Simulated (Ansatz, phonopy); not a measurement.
# MgS (Niningerite, Fm-3m): thermal expansion from first principles, part 2 of 2

Wanted: α(T), C_P(T) and B(T) of MgS (Niningerite) in the quasi-harmonic approximation.

Experimental results on record:
- heat capacity C_P per formula unit 45.6 J/mol/K near room temperature (given in “High-Throughput Prediction of Finite-Temperature Properties using the Quasi-Harmonic Approximation”, 2016, arXiv:1603.06924)

Ansatz 0.2.0; DFT r2SCAN, scalar-relativistic, plane waves, PAW.

So far. Step 2 (A first coarse run): The start is under 0.013 GPa at this level and looks like an insulator or semiconductor on this mesh. Step 4 (Tight relaxation): The residual pressure is -0.0085 GPa, small enough for phonons. The relaxed cell has a = 5.203 Å (conventional setting).

## 5. Phonons on strained cells

Thermal expansion follows from how the free energy of the vibrations (and of the electrons in a metal) changes with strain, so the program makes strained cells, their phonons and a fit in one run.

Input file input.yaml:

```yaml
crystal:
  lattice:
    - [0.0, 2.60165, 2.60165]
    - [2.60165, 0.0, 2.60165]
    - [2.60165, 2.60165, 0.0]
  atoms:
    - { symbol: Mg, position: [0.0, 0.0, 0.0] }
    - { symbol: S, position: [0.5, 0.5, 0.5] }
kpoints:
  mp_grid: { grid: [8, 8, 8] }
hamiltonian:
  xc: r2scan
scf:
  occupations: { method: fixed }
  lower_state_search: "off"
output:
  eigenvalues: true
phonons:
  method: dfpt
  qmesh: [4, 4, 4]
  temperatures: { t_max: 800.0, t_step: 50 }
  thermal_expansion: {}
```

On the command line:

```sh
ansatz run input.yaml --threads 8 --pin off --max-ram 16384MiB --backend cpu --events-out ev --progress --plain --runs-dir out
```

Numbers of over 12 decimals in the logs are rounded to 6 here.

Log:

```text
[...]
Crystal: 2 atoms, lattice volume = 35.219 Å³
Basis set: ecut = 580 eV, 1139 PW (Γ), exchange–correlation on 180×180×180 points (216 copies of the dense FFT grid, shifted against one another)
Bands: 12, of which v1, the nominal top of the filled ones, is band 8 counted from 1 (7 counted from 0)
Symmetry: 48 space group operations
[...]
k-points: 29 of 512
[...]
SCF iter   1: F=-2835.572689 eV  HF=-2835.531164 eV  |F-HF|=4.15e-2  |Δ(HF+E_count)|=         —  Δρ=7.02e-3  dr2=6.59e-3  dr2_τ=7.41e-3  ethr=1.77e-3  ⟨swp⟩=4.8  Hψ=2041  notcnv=0  defer=47
[...]
SCF iter   8: F=-2835.577436 eV  HF=-2835.577436 eV  |F-HF|=1.82e-12  |Δ(HF+E_count)|=  2.82e-11  Δρ=6.27e-8  dr2=6.30e-13  dr2_τ=3.03e-14  ethr=1.00e-12  ⟨swp⟩=6.4  Hψ=1714  notcnv=0
SCF 1 converged in 8 iterations: F = -2835.577436 eV  dr2 = 6.30e-13
[...]
relax step   1: F+E_penalty+E_count = -2835.57743616 eV  Δ(F+E_penalty+E_count) = +0.000e0 eV  max|allowed force component| = 3.123e-30 eV/Å  Δτ_max = 0.0000 Å  (8 SCF iters, accepted)
SCF converged after 8 iterations
Free energy (F): -2835.577436 eV
[...]
Internal energy: -2835.577436 eV  (E = F + TS)
E sigma→0 (E₀):  -2835.577436 eV
Fermi energy:    6.159058 eV
[...]
--- Stress (GPa, compression-positive) ---
       -0.013504      -0.000000       0.000000
        0.000000      -0.013504      -0.000000
        0.000000      -0.000000      -0.013504
  P = ⅓ Tr σ = -0.0135 GPa (-0.135 kbar)
--- Band table (eV; the first three rows and the last of 29) ---
  k-point 0: bands = [... 4 lower, -7.0269, 6.1591, 6.1591, 6.1591, 10.7991, 14.6412, 14.6412, 14.6412]
  k-point 1: bands = [... 4 lower, -6.8707, 5.1480, 6.0530, 6.0530, 11.5512, 14.3840, 14.9032, 14.9032]
  k-point 2: bands = [... 4 lower, -6.4492, 3.3641, 5.8207, 5.8207, 11.8700, 14.5584, 14.5584, 15.2783]
  k-point 28: bands = [... 4 lower, -5.2621, 2.8807, 2.8807, 3.8147, 12.0770, 14.7538, 14.7538, 14.9643]
── thermal expansion: 3 new cells, 3 in all ──
thermal expansion: relaxation of cell 2
thermal expansion: relaxation of cell 3
── thermal expansion: 2 new cells, 5 in all ──
thermal expansion: relaxation of cell 4
thermal expansion: phonons of cell 4
thermal expansion: relaxation of cell 5
thermal expansion: phonons of cell 5
── thermal expansion: 6 new cells, 11 in all ──
thermal expansion: relaxation of cell 6
thermal expansion: relaxation of cell 7
thermal expansion: relaxation of cell 8
thermal expansion: relaxation of cell 9
thermal expansion: relaxation of cell 10
thermal expansion: relaxation of cell 11
thermal expansion: phonons of cell 6
thermal expansion: phonons of cell 7
thermal expansion: phonons of cell 8
--- Relaxed structure (1 steps of the walk, 1 accepted, 0 SCFs on fresh bases) ---
  F+E_penalty+E_count = -2835.57743616 eV   max|allowed force component| = 3.123e-30 eV/Å
  atoms:
    - { symbol: Mg, position: [0.0, 0.0, 0.0] }
    - { symbol: S, position: [0.5, 0.5, 0.5] }
--- Thermal expansion: 11 cells in 3 rounds, 0 GPa ---
  no lower state was looked for at cell 4: scf.lower_state_search: off
  without vibrations: a 3.67908, b 3.67908, c 3.67908 Å, V 35.2129 Å³, B 79.77 GPa
  at 0 K: a 3.68936, b 3.68936, c 3.68936 Å, V 35.5091 Å³, B 77.86 GPa
  zero-point expansion: a +0.280, b +0.280, c +0.280, V +0.841 %
      T/K        a/Å        b/Å        c/Å       V/Å³ | expansion of a, b, c, V (1e-6/K)   | that of V in the mean from 25 °C | C_P, C_V (J/mol K of the cell) | B_T, B_S (GPa)
     0.00    3.68936    3.68936    3.68936    35.5091 |    0.00    0.00    0.00    0.00 |   29.36 |     0.000     0.000 |    77.86    77.86
   100.00    3.69029    3.69029    3.69029    35.5360 |    7.72    7.72    7.72   23.17 |   40.39 |    23.313    23.224 |    77.29    77.58
   200.00    3.69456    3.69456    3.69456    35.6594 |   14.18   14.18   14.18   42.53 |   46.45 |    40.684    40.098 |    75.40    76.50
   298.15    3.70019    3.70019    3.70019    35.8227 |   16.58   16.58   16.58   49.74 |       - |    46.305    45.139 |    73.25    75.14
   350.00    3.70346    3.70346    3.70346    35.9176 |   17.40   17.40   17.40   52.19 |   51.07 |    47.885    46.399 |    72.05    74.36
   450.00    3.71015    3.71015    3.71015    36.1126 |   18.68   18.68   18.68   56.03 |   53.30 |    49.908    47.768 |    69.64    72.76
   550.00    3.71730    3.71730    3.71730    36.3219 |   19.84   19.84   19.84   59.53 |   55.33 |    51.340    48.480 |    67.10    71.05
   650.00    3.72491    3.72491    3.72491    36.5453 |   21.05   21.05   21.05   63.14 |   57.33 |    52.567    48.894 |    64.40    69.24
   750.00    3.73300    3.73300    3.73300    36.7839 |   22.37   22.37   22.37   67.12 |   59.38 |    53.761    49.154 |    61.55    67.32
   800.00    3.73724    3.73724    3.73724    36.9096 |   23.10   23.10   23.10   69.31 |   60.46 |    54.381    49.250 |    60.06    66.32
  the static fit leaves 0.001 meV an atom of the energies and, of the stresses, 0.000 GPa of each cell's largest along a strain (root mean squares over the cells), whose Pulay part it has at -0.023 GPa
  vibrations' free energy: its fit leaves 0.0002 meV an atom at the most
  the electrons' free energy at temperature is not in it: every band gap is over 0.83 eV
  free energies summed between the sampled wave vectors
  estimated error of the fitted expansion in any direction: up to 0.176e-6/K, at 800 K (an estimate, not a bound: it was exceeded on models of known expansion)
  by sums over the sampled wave vectors an expansion of the volume parts by up to 0.15e-6/K
  by a static energy of one degree less an expansion of the volume parts by up to 0.08e-6/K
  band gaps on the cells' k-points are 3.279 to 3.525 eV
```

Run time: 17 min. Hardware: 8 threads of Arm Neoverse V2, shared host; peak memory 2.7 GiB; 2.2 h of CPU time.

This step gave:

- pressure: -0.01350 GPa
- volume expansion coefficient at 298 K: 49.74 1e-6/K
- C_P at 298 K: 23.15 J/mol-atom/K
- entropy at 298 K: 25.66 J/mol-atom/K
- isothermal bulk modulus at 298 K: 73.25 GPa
- Grüneisen parameter at 298 K: 1.741
- volume at 298 K: 17.91 Å³/atom
- principal linear expansion coefficients at 298 K: 16.58, 16.58, 16.58 1e-6/K

Strained cells of the study; zero-point energy where phonons were solved; the pressures are stresses at a fixed cutoff and can carry an offset from the finite basis. Expansion cells, by row:

```csv
cell,|a| (Å),|b| (Å),|c| (Å),V (Å³/atom),E - E_lowest (meV/atom),"pressure, compression positive (GPa)",gap (eV),zero-point energy (meV/atom)
1,3.679,3.679,3.679,17.61,0,-0.037,3.462,-
2,3.709,3.709,3.709,18.04,2.498,-1.852,3.411,-
3,3.65,3.65,3.65,17.19,2.509,1.962,3.512,-
4,3.679,3.679,3.679,17.61,0,-0.039,3.462,42.38
5,3.698,3.698,3.698,17.88,0.994,-1.196,3.43,41.29
6,3.716,3.716,3.716,18.14,3.857,-2.273,3.398,40.22
7,3.735,3.735,3.735,18.41,8.556,-3.291,3.366,39.13
8,3.753,3.753,3.753,18.69,15.03,-4.246,3.333,38.05
9,3.643,3.643,3.643,17.09,3.952,2.494,3.525,-
10,3.661,3.661,3.661,17.35,0.962,1.19,3.494,-
11,3.783,3.783,3.783,19.14,28.98,-5.657,3.279,-
```

Quasi-harmonic; a, b, c are the run's own cell vectors. Expansion, by row:

| T (K) | a (Å) | b (Å) | c (Å) | alpha (deg) | beta (deg) | gamma (deg) | cell volume (Å³/cell) | alpha_a (1e-6/K) | alpha_b (1e-6/K) | alpha_c (1e-6/K) | alpha_V (1e-6/K) | C_P (J/mol-atom/K) | C_V (J/mol-atom/K) | S (J/mol-atom/K) | B_T (GPa) | B_S (GPa) | Grueneisen | extrapolation | fit error (1e-6/K) |
| --- | --- | --- | --- | --- | --- | --- | --- | --- | --- | --- | --- | --- | --- | --- | --- | --- | --- | --- | --- |
| 0 | 3.689 | 3.689 | 3.689 | 60 | 60 | 60 | 35.51 | 0 | 0 | 0 | 0 | 0 | 0 | 0 | 77.86 | 77.86 | - | 0 | 0 |
| 50 | 3.689 | 3.689 | 3.689 | 60 | 60 | 60 | 35.51 | 1.63 | 1.63 | 1.63 | 4.9 | 2.855 | 2.854 | 0.846 | 77.81 | 77.84 | 1.428 | 0 | 0 |
| 100 | 3.69 | 3.69 | 3.69 | 60 | 60 | 60 | 35.54 | 7.72 | 7.72 | 7.72 | 23.17 | 11.66 | 11.61 | 5.583 | 77.29 | 77.58 | 1.65 | 0 | 0 |
| 150 | 3.692 | 3.692 | 3.692 | 60 | 60 | 60 | 35.59 | 11.85 | 11.85 | 11.85 | 35.56 | 17.3 | 17.15 | 11.49 | 76.41 | 77.1 | 1.698 | 0 | 0.01 |
| 200 | 3.695 | 3.695 | 3.695 | 60 | 60 | 60 | 35.66 | 14.18 | 14.18 | 14.18 | 42.53 | 20.34 | 20.05 | 16.93 | 75.4 | 76.5 | 1.717 | 0 | 0.01 |
| 250 | 3.697 | 3.697 | 3.697 | 60 | 60 | 60 | 35.74 | 15.61 | 15.61 | 15.61 | 46.83 | 22.09 | 21.65 | 21.68 | 74.32 | 75.83 | 1.73 | 0 | 0.02 |
| 298.1 | 3.7 | 3.7 | 3.7 | 60 | 60 | 60 | 35.82 | 16.58 | 16.58 | 16.58 | 49.74 | 23.15 | 22.57 | 25.66 | 73.25 | 75.14 | 1.741 | 0 | 0.02 |
| 300 | 3.7 | 3.7 | 3.7 | 60 | 60 | 60 | 35.83 | 16.61 | 16.61 | 16.61 | 49.84 | 23.19 | 22.6 | 25.81 | 73.21 | 75.11 | 1.742 | 0 | 0.02 |
| 350 | 3.703 | 3.703 | 3.703 | 60 | 60 | 60 | 35.92 | 17.4 | 17.4 | 17.4 | 52.19 | 23.94 | 23.2 | 29.44 | 72.05 | 74.36 | 1.753 | 0 | 0.02 |
| 400 | 3.707 | 3.707 | 3.707 | 60 | 60 | 60 | 36.01 | 18.06 | 18.06 | 18.06 | 54.19 | 24.5 | 23.6 | 32.68 | 70.87 | 73.58 | 1.764 | 0 | 0.02 |
| 450 | 3.71 | 3.71 | 3.71 | 60 | 60 | 60 | 36.11 | 18.68 | 18.68 | 18.68 | 56.03 | 24.95 | 23.88 | 35.59 | 69.64 | 72.76 | 1.776 | 0 | 0.03 |
| 500 | 3.714 | 3.714 | 3.714 | 60 | 60 | 60 | 36.22 | 19.26 | 19.26 | 19.26 | 57.78 | 25.33 | 24.09 | 38.24 | 68.39 | 71.92 | 1.789 | 0 | 0.05 |
| 550 | 3.717 | 3.717 | 3.717 | 60 | 60 | 60 | 36.32 | 19.84 | 19.84 | 19.84 | 59.53 | 25.67 | 24.24 | 40.67 | 67.1 | 71.05 | 1.802 | 0 | 0.07 |
| 600 | 3.721 | 3.721 | 3.721 | 60 | 60 | 60 | 36.43 | 20.43 | 20.43 | 20.43 | 61.3 | 25.98 | 24.36 | 42.92 | 65.77 | 70.16 | 1.816 | 0 | 0.08 |
| 650 | 3.725 | 3.725 | 3.725 | 60 | 60 | 60 | 36.55 | 21.05 | 21.05 | 21.05 | 63.14 | 26.28 | 24.45 | 45.01 | 64.4 | 69.24 | 1.83 | 0 | 0.07 |
| 700 | 3.729 | 3.729 | 3.729 | 60 | 60 | 60 | 36.66 | 21.69 | 21.69 | 21.69 | 65.07 | 26.58 | 24.52 | 46.97 | 63 | 68.29 | 1.846 | 0 | 0.03 |
| 750 | 3.733 | 3.733 | 3.733 | 60 | 60 | 60 | 36.78 | 22.37 | 22.37 | 22.37 | 67.12 | 26.88 | 24.58 | 48.81 | 61.55 | 67.32 | 1.862 | 0 | 0.07 |
| 800 | 3.737 | 3.737 | 3.737 | 60 | 60 | 60 | 36.91 | 23.1 | 23.1 | 23.1 | 69.31 | 27.19 | 24.62 | 50.55 | 60.06 | 66.32 | 1.879 | 0 | 0.18 |

The expansion coefficient by temperature; values in 1e-6/K:

```
temperature (K)  volume  principal 1
              0       0            0
             50     4.9         1.63
            100    23.2         7.72
            150    35.6         11.8
            200    42.5         14.2
            250    46.8         15.6
            298    49.7         16.6
            300    49.8         16.6
            350    52.2         17.4
            400    54.2         18.1
            450    56.0         18.7
            500    57.8         19.3
            550    59.5         19.8
            600    61.3         20.4
            650    63.1         21.1
            700    65.1         21.7
            750    67.1         22.4
            800    69.3         23.1
```

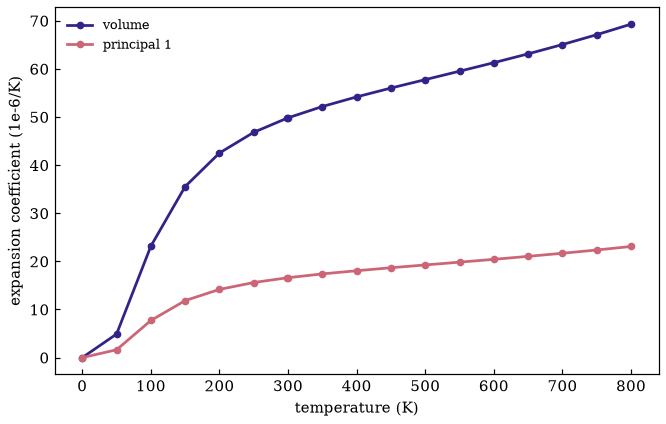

Expansion coefficient against temperature.

At 298 K the volume expansion is 49.7 × 10⁻⁶/K and B_T is 73.2 GPa. The program raised the cutoff to 580 eV by itself: with no cutoff typed, the study takes about 1.16 times the default for its relaxations and scales it with the volume for the phonons.

## 6. Quasi-harmonic fit by phonopy

This step: DFT r2SCAN, scalar-relativistic, plane waves, PAW (phonopy 4.10.0).

Numbers from this step:

```
volume expansion coefficient at 300 K : 49.67 1e-6/K
isothermal bulk modulus at 300 K      : 73.3 GPa
C_P at 300 K                          : 23.24 J/mol-atom/K
Grüneisen parameter at 300 K          : 1.738
```

Energy (each curve on its own zero) against volume; values in meV/atom:

```csv
volume (Å³/atom),static,F at 0 K,F at 300 K,F at 800 K
17.610,0,2.17,4.48,11.1
17.875,0.99,2.07,3.29,6.68
18.142,3.86,3.86,3.93,4.06
18.414,8.56,7.47,6.32,3.05
18.691,15.0,12.9,10.4,3.58
```

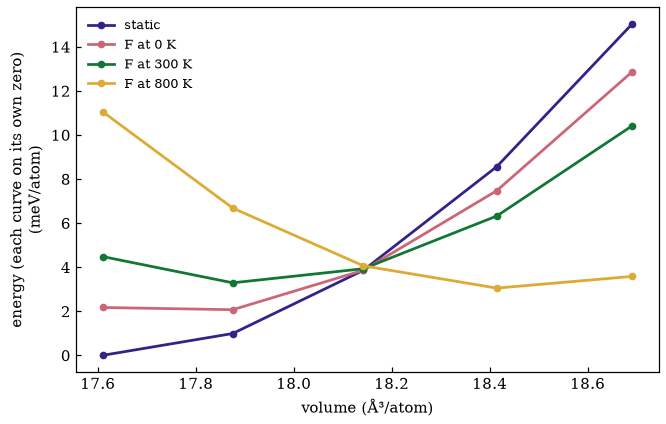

Energy (each curve on its own zero), plotted against volume.

Phonopy-qha, vinet fit of F(V) at each temperature. Qha vinet, by row:

```
T (K)  fitted volume (Å³/atom)  alpha_V (1e-6/K)  B_T (GPa)  C_P (J/mol-atom/K)  Grueneisen
  100                    17.77                22       77.4               11.16       1.569
  150                    17.79             34.62      76.52               17.17       1.655
  200                    17.83             42.04       75.5               20.35         1.7
  250                    17.87             46.56      74.42               22.14       1.722
  300                    17.91             49.67       73.3               23.24       1.738
  350                    17.96             52.07      72.13               23.99       1.751
  400                    18.01             54.11      70.93               24.55       1.764
  450                    18.06             55.97       69.7               24.99       1.776
  500                    18.11             57.75      68.43               25.36       1.789
  550                    18.16             59.51      67.12                25.7       1.802
  600                    18.22              61.3      65.78               26.01       1.816
  650                    18.27             63.16       64.4                26.3       1.831
  700                    18.33             65.11      62.99                26.6       1.846
  750                    18.39             67.17      61.53                26.9       1.863
```

Volume expansion coefficient against temperature; values in 1e-6/K:

```
temperature (K)  phonopy-qha, Vinet  Ansatz's own study
            100                  22                23.2
            150                34.6                35.6
            200                42.0                42.5
            250                46.6                46.8
            300                49.7                49.8
            350                52.1                52.2
            400                54.1                54.2
            450                56.0                56.0
            500                57.8                57.8
            550                59.5                59.5
            600                61.3                61.3
            650                63.2                63.1
            700                65.1                65.1
            750                67.2                67.1
```

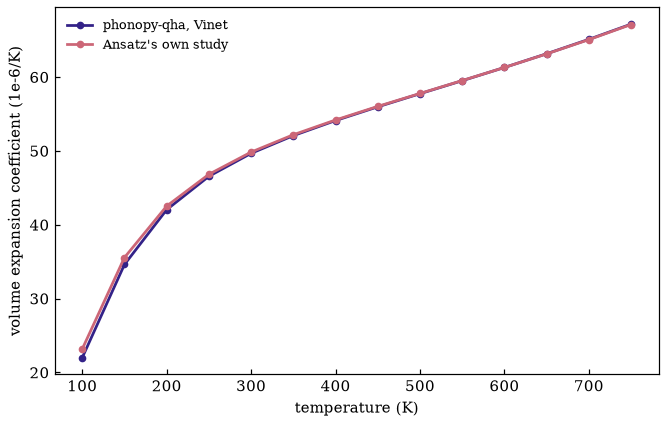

Volume expansion coefficient, plotted against temperature.

The fit gives a volume expansion of 49.7 × 10⁻⁶/K at 300 K, against 49.7 at 298 K from the study itself, whose static fit uses more cells.

## 7. Summary of results

| Item | Value |
| --- | --- |
| settings of these figures | r2SCAN, 580 eV, k 8×8×8, q 4×4×4 |
| volume expansion coefficient at 298 K | 49.74 1e-6/K |
| C_P at 298 K | 23.15 J/mol-atom/K |
| entropy at 298 K | 25.66 J/mol-atom/K |
| isothermal bulk modulus at 298 K | 73.25 GPa |
| Grüneisen parameter at 298 K | 1.741 |
| volume at 298 K | 17.91 Å³/atom |
| principal linear expansion coefficients at 298 K | 16.58, 16.58, 16.58 1e-6/K |

In words: Near room temperature MgS (Niningerite) expands by 49.7 × 10⁻⁶/K in volume by r2SCAN, with C_P = 23.2 J/(mol K) per mole of atoms and B_T = 73.2 GPa. C_P at room temperature is 93 % of the classical 3R an atom; C_V is 90 %, and the rest is expansion work. A measured heat capacity per formula unit near room temperature is 45.6 J/mol/K (arXiv:1603.06924); the calculated 46.3 J/mol/K differs by +2 %. The PAW files were made for PBE and are used here under another functional, for which the program regenerates the frozen cores.

[Logs are printed without paths, hosts, clocks, repeated set-up lines and the standing remarks that a program may print on its own settings, such as how far it seeks lower states.]

[Hosts, paths, dates, database ids (printed as entryN), source tags and the programs' standing remarks are cut or masked in the printed files.]

[A step with changed settings may run another functional than the one named; its input shows which.]
